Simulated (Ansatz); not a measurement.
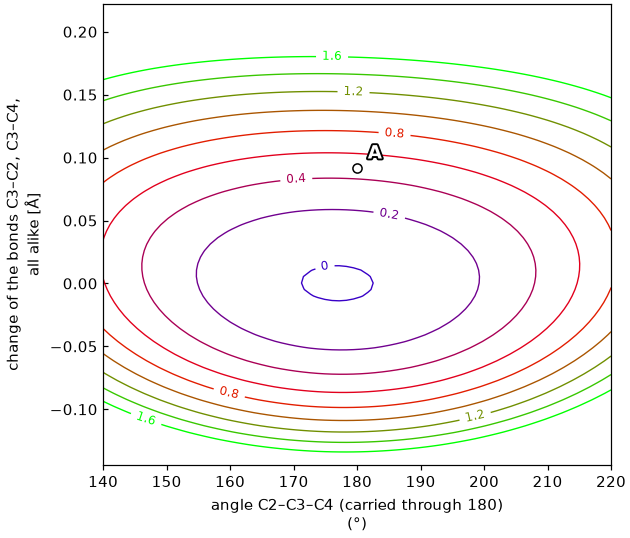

C₃H₄AlCl, SMILES [AlH2][CH]=C=CCl. Coordinates scanned: (1) angle C2–C3–C4 (carried through 180); (2) change of the bonds C3–C2, C3–C4, all alike. Nothing is relaxed (all other coordinates rigid). Grid: 15 × 15 points. Points are written as (first, second). Energies are in eV, from the lowest grid point. Method: Ansatz, RKS CAM-B3LYP-D4/def2-SVP.

In the figure: contour lines labelled in eV (none above 1.6), the point A. Between grid points the surface is interpolated.

Q: Which way does the force act at A, and how strong is it?

A: A, at (180.0°, 0.092 Å), is not a stationary point. The computed force is 0.0026 eV for each degree towards smaller values of the first coordinate and 9.8 eV for each Å towards smaller values of the second coordinate.
